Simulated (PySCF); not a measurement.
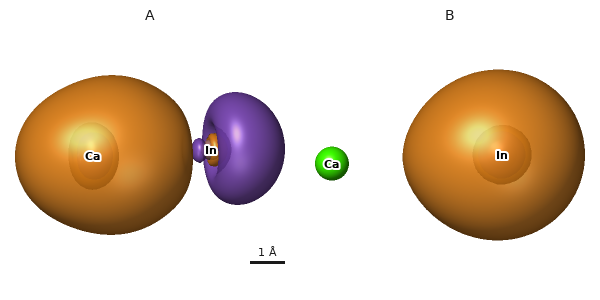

Figure 1: CaIn (charge +1). Two frontier orbitals, each drawn at the value that holds 80 % of its norm (orange and purple are the two phases), in no order; of a degenerate pair one member is drawn.

Core potentials replace the inner electrons of In.

These are results of PBE0/def2-SVPD, non-relativistic Hamiltonian with scalar-relativistic core potentials where named, at a bond length of 3.654 Å (PySCF 2.14.0), not measurements.

### Name the orbitals and rank them from lowest to highest energy.

Orbital B: σ, occupied, −13.65 eV; mainly on In (95 %).
Orbital A: σ, occupied, −8.68 eV; shared between the atoms (Ca 65 %, In 35 %).
